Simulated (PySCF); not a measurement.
**What a change does: excited-state calculation on C5H10O2**

System: C5H10O2 (isobutyl formate), SMILES CC(C)COC=O.
Method of run A: TDDFT PBE0/aug-cc-pVDZ, vertical, gas phase, core orbitals frozen in the response (PySCF 2.14.0).

The geometry comes from this level: PBE0-D3(BJ)/def2-SVP. Text and figures count atoms from 1; the logs count them from 0 in places.

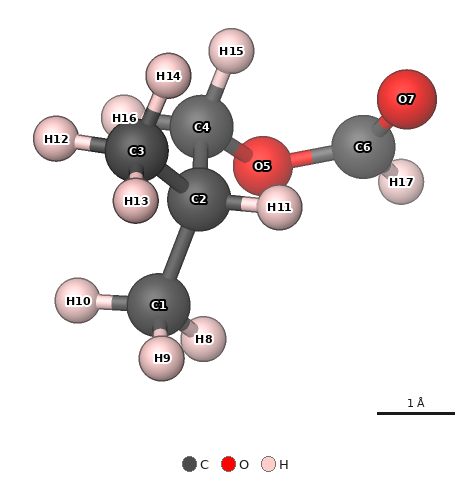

**Figure 1.** The structure (ball-and-stick view, seen at a tilt; atoms are numbered from 1 in the order of the input).

Input file, run A:
```
{"job": {"kind": "uv", "xc": "PBE0", "basis": "aug-cc-pVDZ"}, "charge": 0, "multiplicity": 1}
C     -1.047640    -1.437268    -0.051779
C     -0.549509     0.001771    -0.067452
C     -1.678400     0.993537    -0.319995
C      0.544407     0.205448    -1.106540
O      1.662784    -0.657978    -0.891597
C      2.590811    -0.238015    -0.036639
O      2.579359     0.799029     0.562418
H     -0.222683    -2.145171     0.114221
H     -1.792886    -1.588634     0.743828
H     -1.525501    -1.698073    -1.011151
H     -0.101778     0.234996     0.914481
H     -2.141529     0.826164    -1.306934
H     -2.469667     0.887483     0.437113
H     -1.320788     2.034310    -0.286755
H      0.890817     1.249776    -1.098271
H      0.176332    -0.045868    -2.112940
H      3.392451    -1.003229     0.033425
```

The first line tells a small driver script what to run in PySCF; the rest is the geometry in Å.

Hardware: 1 CPU thread, shared host.

Output (run A):
```
coarse grid: 13808 points
cycle   1  E = -346.4990608145  dE =  8.845e-01  |g| = 8.493e-01  |ddm| = 9.726e+00
cycle   2  E = -346.1801478266  dE =  3.189e-01  |g| = 1.543e+00  |ddm| = 3.064e+00
cycle   3  E = -346.6325955271  dE = -4.524e-01  |g| = 2.628e-01  |ddm| = 1.950e+00
cycle   4  E = -346.6454157944  dE = -1.282e-02  |g| = 7.979e-02  |ddm| = 4.063e-01
cycle   5  E = -346.6464819731  dE = -1.066e-03  |g| = 2.174e-02  |ddm| = 1.144e-01
cycle   6  E = -346.6465845561  dE = -1.026e-04  |g| = 5.025e-03  |ddm| = 5.069e-02
cycle   7  E = -346.6465903064  dE = -5.750e-06  |g| = 1.052e-03  |ddm| = 1.067e-02
final grid: 132176 points
cycle   8  E = -346.6543135401  dE = -4.059e-05  |g| = 1.257e-02  |ddm| = 3.049e-01
cycle   9  E = -346.6542773348  dE =  3.621e-05  |g| = 1.850e-02  |ddm| = 5.867e-02
cycle  10  E = -346.6543472126  dE = -6.988e-05  |g| = 2.228e-03  |ddm| = 2.788e-02
cycle  11  E = -346.6543481666  dE = -9.540e-07  |g| = 4.741e-04  |ddm| = 3.332e-03
cycle  12  E = -346.6543482027  dE = -3.611e-08  |g| = 1.989e-04  |ddm| = 9.020e-04
cycle  13  E = -346.6543482106  dE = -7.852e-09  |g| = 4.232e-05  |ddm| = 4.056e-04
cycle  14  E = -346.6543482110  dE = -3.984e-10  |g| = 1.157e-05  |ddm| = 1.045e-04
converged SCF energy = -346.6543482110

Static polarisability (au): isotropic 70.561, principal 61.296 70.040 80.347

Singlet excitations
state   eV       nm        f      main configurations
  1   5.8691    211.2   0.00170   H->L+1 0.46, H->L 0.45
  2   7.3376    169.0   0.01438   H->L 0.40, H->L+1 0.32, H->L+2 0.09
  3   7.6244    162.6   0.08545   H-1->L 0.63, H-1->L+1 0.17, H->L+1 0.12
  4   7.6862    161.3   0.03008   H->L+2 0.50, H-1->L+1 0.22, H-1->L 0.12
  5   7.7427    160.1   0.01689   H-1->L+1 0.48, H->L+2 0.30, H-1->L 0.10
  6   7.8733    157.5   0.00294   H->L+3 0.86
  7   7.9739    155.5   0.01047   H->L+4 0.78
  8   8.0444    154.1   0.00111   H-2->L 0.34, H-2->L+1 0.24, H-3->L 0.10
  9   8.1053    153.0   0.00692   H-1->L+2 0.87
 10   8.2051    151.1   0.00778   H-1->L+3 0.91

Triplet excitations (Tamm-Dancoff, eV): 5.2888 5.8906 7.2756 7.5739
```

The input of run B differs as follows (lines with − go, lines with + come):
```diff
-"basis": "aug-cc-pVDZ"
+"basis": "6-31+G*"
```

Predict how the results change.

The total energy of run B is 24.0 kcal/mol higher, which measures the change of basis and not a stability. The LUMO goes from −0.09 to 0.00 eV. The lowest excitation goes from 5.87 to 5.94 eV. The number of SCF iterations is the same. The basis functions go from 251 to 146.

Output (run B):
```
coarse grid: 13808 points
cycle   1  E = -346.5320141389  dE =  8.707e-01  |g| = 8.387e-01  |ddm| = 3.840e+00
cycle   2  E = -346.2243415638  dE =  3.077e-01  |g| = 1.517e+00  |ddm| = 2.372e+00
cycle   3  E = -346.6640895275  dE = -4.397e-01  |g| = 2.603e-01  |ddm| = 1.642e+00
cycle   4  E = -346.6769073917  dE = -1.282e-02  |g| = 7.634e-02  |ddm| = 3.319e-01
cycle   5  E = -346.6778875351  dE = -9.801e-04  |g| = 2.158e-02  |ddm| = 6.915e-02
cycle   6  E = -346.6779904931  dE = -1.030e-04  |g| = 4.553e-03  |ddm| = 3.580e-02
cycle   7  E = -346.6779951623  dE = -4.669e-06  |g| = 9.686e-04  |ddm| = 1.008e-02
final grid: 132176 points
cycle   8  E = -346.6160671633  dE = -2.706e-05  |g| = 1.261e-02  |ddm| = 1.056e-01
cycle   9  E = -346.6160317728  dE =  3.539e-05  |g| = 1.847e-02  |ddm| = 3.478e-02
cycle  10  E = -346.6161014491  dE = -6.968e-05  |g| = 2.258e-03  |ddm| = 2.229e-02
cycle  11  E = -346.6161024501  dE = -1.001e-06  |g| = 4.416e-04  |ddm| = 2.597e-03
cycle  12  E = -346.6161024832  dE = -3.307e-08  |g| = 1.685e-04  |ddm| = 5.524e-04
cycle  13  E = -346.6161024888  dE = -5.584e-09  |g| = 3.427e-05  |ddm| = 2.015e-04
cycle  14  E = -346.6161024891  dE = -2.556e-10  |g| = 1.032e-05  |ddm| = 1.049e-04
converged SCF energy = -346.6161024891

Static polarisability (au): isotropic 65.129, principal 56.221 65.324 73.842

Singlet excitations
state   eV       nm        f      main configurations
  1   5.9409    208.7   0.00161   H->L 0.92
  2   7.6375    162.3   0.06385   H-1->L 0.57, H->L+1 0.26
  3   7.8442    158.1   0.05341   H->L+1 0.52, H-1->L 0.32
  4   8.0801    153.4   0.03687   H-1->L+1 0.45, H->L+2 0.39
  5   8.1230    152.6   0.01318   H->L+2 0.29, H-1->L+1 0.27, H-2->L 0.20
  6   8.1298    152.5   0.00908   H-2->L 0.37, H-1->L+1 0.18, H-3->L 0.13
  7   8.3301    148.8   0.00125   H->L+3 0.68, H->L+4 0.16
  8   8.4038    147.5   0.01867   H->L+4 0.59, H->L+3 0.16, H->L+1 0.09
  9   8.4606    146.5   0.00358   H-1->L+2 0.43, H-3->L 0.26, H-2->L 0.15
 10   8.4917    146.0   0.00484   H-1->L+2 0.39, H-3->L 0.32, H-2->L 0.18

Triplet excitations (Tamm-Dancoff, eV): 5.3695 5.9389 7.6505 7.7880
```

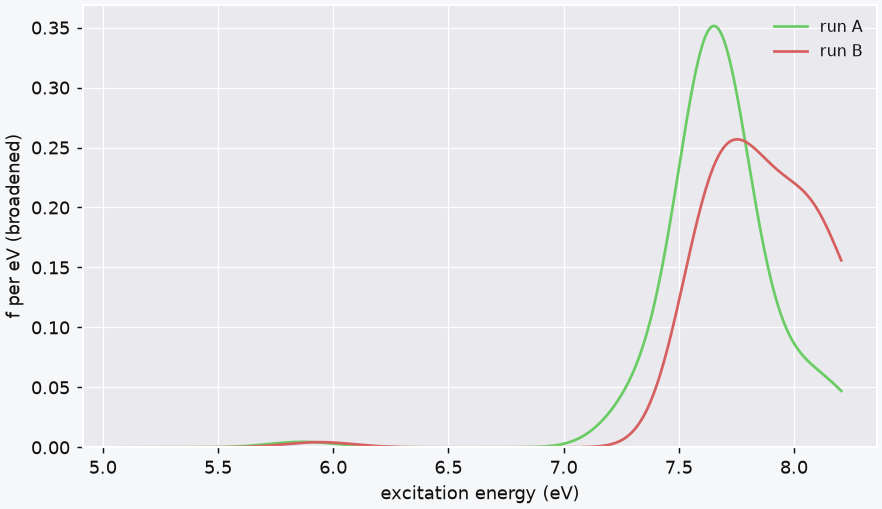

**Figure 2.** Absorption of the two runs from their computed states, each broadened by a Gaussian of 0.35 eV full width; the range ends where the shorter list of states ends.

The two runs side by side:

| quantity | run A | run B |
| --- | --- | --- |
| outcome | converged | converged |
| total energy (hartree) | −346.654348 | −346.616102 |
| HOMO (eV) | −8.26 | −8.30 |
| LUMO (eV) | −0.09 | 0.00 |
| dipole moment (D) | 1.89 | 1.90 |
| lowest excitation (eV) | 5.87 | 5.94 |
| SCF iterations | 14 | 14 |
| strongest computed line (eV) | 7.62 | 7.64 |
| basis functions | 251 | 146 |
| wall time (shared host) | 89 s | 42 s |
